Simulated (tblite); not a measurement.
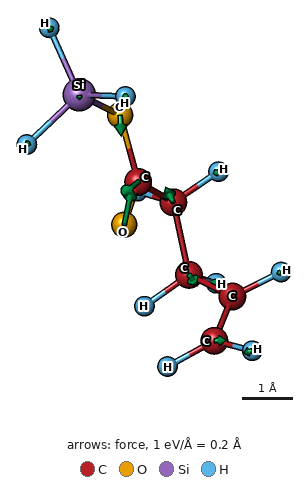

Starting geometry of C₅H₁₀O₂Si with the computed forces as green arrows. The picture is a ball-and-stick view, seen from a free direction.

The calculation used GFN2-xTB geometry optimisation, gas phase (tblite). 

Q: Is this structure relaxed? If not, where do the atoms go?

A: It isn't relaxed: the largest force vector, on an O atom, is 4.99 eV/Å. The final displacements have little in common with the starting forces (cosine between the two patterns 0.20). The largest move after the best rigid fit is that of an H atom, 2.71 Å. By element the largest moves are H 2.71 Å, O 1.95 Å, C 0.88 Å, Si 0.88 Å. Among the contacts that change: C–O 1.402 → 1.325 Å, C–O 1.279 → 1.202 Å, O–Si 1.738 → 1.661 Å, C–H 1.139 → 1.090 Å. Among the angles between lasting bonds that change: O–Si–H 110.1° → 97.6°, C–C–H 114.3° → 122.0°, C–C–O 119.2° → 112.9°. Groups turn about C–C by about 85°. The energy falls by 18.7 kcal/mol in 245 geometry steps. The run took 1.7 s on 1 thread of Arm Neoverse V1, on a shared host.
